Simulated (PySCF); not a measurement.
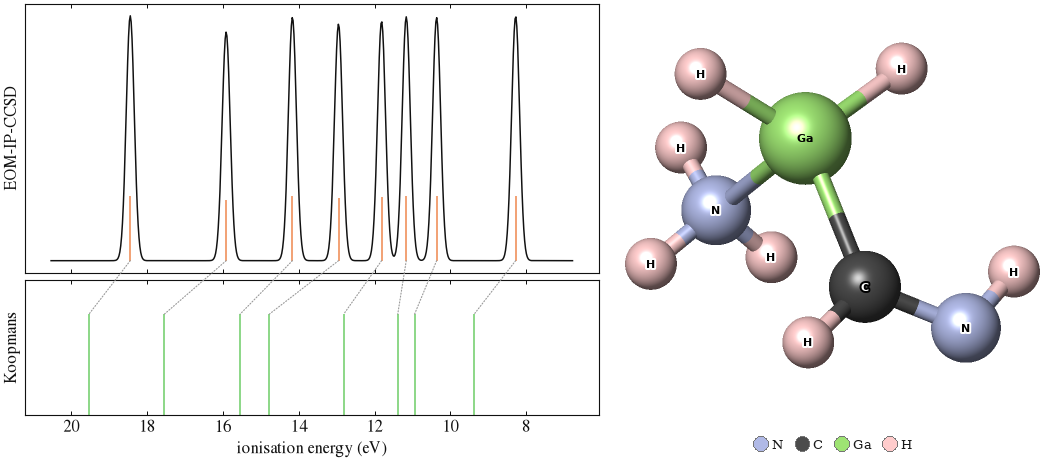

Valence photoelectron lines of CH₇GaN₂, singlet: vertical EOM-IP-CCSD/aug-cc-pVDZ (frozen core, PySCF, at a PBE0-D3(BJ)/def2-SVP geometry (no frequency check); 8 lines, one for each of the 8 highest orbitals, so a line of a deeper orbital can be missing among them) above, Hartree-Fock orbital energies with the sign turned below, non-relativistic; dotted lines join each line to its leading orbital. Stick heights are one-hole weights (summed over degenerate lines), not cross-sections; Gaussian width 0.25 eV.

Do correlation and relaxation change the order of the lines?

Not among these holes, which come in the order of the orbitals, HOMO, HOMO−1, HOMO−2, HOMO−3, HOMO−4, HOMO−5, HOMO−6, HOMO−7.

What is the first vertical ionisation energy, and how far is Koopmans' value off?

8.28 eV from the HOMO; Koopmans gives 9.37 eV, 1.09 eV too high.

Known limits of this run: small basis, so the lines can lie some tenths of an eV too low; one conformer of a flexible molecule.
